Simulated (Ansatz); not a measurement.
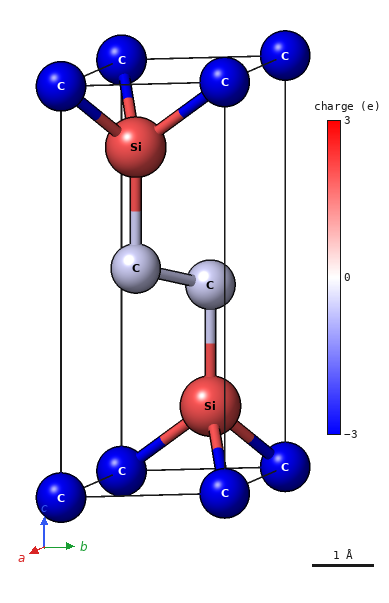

The figure gives a ball-and-stick picture of the atoms, viewed slightly off an axis. One simulation cell is framed, with atoms on its boundary repeated. The atoms of this Si$_{2}$C$_{3}$ cell are coloured by their Bader charge.

The calculation used Ansatz 0.2.0, DFT PBE, scalar-relativistic, plane waves, PAW, with a plane-wave cutoff of 420 eV, Brillouin-zone sampling on an 18×18×6 mesh, Gaussian smearing of 0.1 eV, no spin polarisation.

Q: Give the charges by element.

A: Most positive: Si; most negative: C. Charges: about Si +2.0 e; C -3.0 to -0.5 e.

Its origin is a structure type filled with these elements by a generator (whether the compound takes this form wasn't checked). Earlier steps of the study, as a rule a relaxation of our own, may have changed the cell and positions, so they can lie some per cent off the listed ones. It was run through Ansatz as a DFT input.
